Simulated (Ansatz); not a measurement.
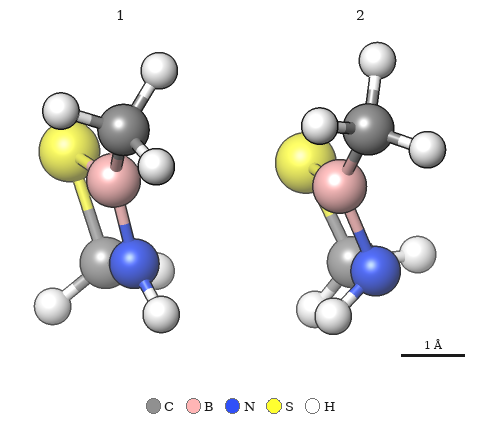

Two geometries of C2H6BNS (coarse preliminary run), drawn at one scale. One is the start of a relaxation, the other its converged end. The picture is a ball-and-stick view, seen from a free direction.

The calculation used RKS PBE-D4/def2-SVP in Ansatz. Set-up: force threshold 0.03 eV/Å; at most 200 steps.

**Which of the two is the end point?**

Structure 1 is the relaxed one. The start comes from a force field. An H atom moves most after the best rigid fit: 1.08 Å. Largest moves by element: H 1.08 Å, B 0.30 Å, S 0.20 Å, N 0.14 Å, C 0.12 Å. Near-neighbour distances that change, for instance: B–N 1.539 → 1.417 Å, C–S 1.749 → 1.864 Å, C–H 1.181 → 1.112 Å, C–H 1.048 → 1.112 Å. Bond angles that change, for instance: B–N–H 105.6° → 135.6°, C–N–H 101.8° → 124.4°, N–C–H 105.4° → 115.0°. After 17 accepted moves (19 points after the start) the energy has fallen by 31.1 kcal/mol. Largest force component: 4.2 eV/Å at the start, 0.022 eV/Å at the end. The line search rejected the trial steps at points 9, 11 of the run. The forces were under the threshold at step 10, but the run went on from there.
